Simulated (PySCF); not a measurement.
SMILES C=C[Si](Cl)(Cl)CC (C4H8Cl2Si), singlet at its GFN2-xTB optimised geometry (Å):

```
15

C      2.1302    -0.8581     0.9061
C      1.3589    -0.2773     0.0000
Si    -0.5280    -0.2773     0.0000
Cl    -1.1644     1.6546     0.0000
Cl    -1.1682    -1.1583    -1.7181
C     -1.2824    -1.1908     1.4965
C     -2.8109    -1.1776     1.5093
H      1.7198    -1.3948     1.7453
H      3.2068    -0.8232     0.8504
H      1.8380     0.2477    -0.8185
H     -0.9189    -0.7383     2.4202
H     -0.9395    -2.2265     1.5004
H     -3.2068    -1.6546     0.6159
H     -3.1893    -1.7124     2.3780
H     -3.1860    -0.1576     1.5461
```

Computed with PBE0/def2-TZVP run with PySCF 2.14.0. Cells within 0.4 Å of a nucleus heavier than hydrogen are left out (blank, or x).

Map of the log10 of the electron density (e/bohr³), floored at −4 on the plane z = 1.0 Å:

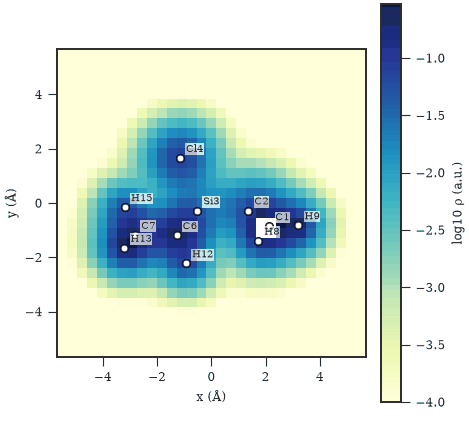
Figure. Log10 of the electron density (e/bohr³), floored at −4 on the plane z = 1.0 Å.
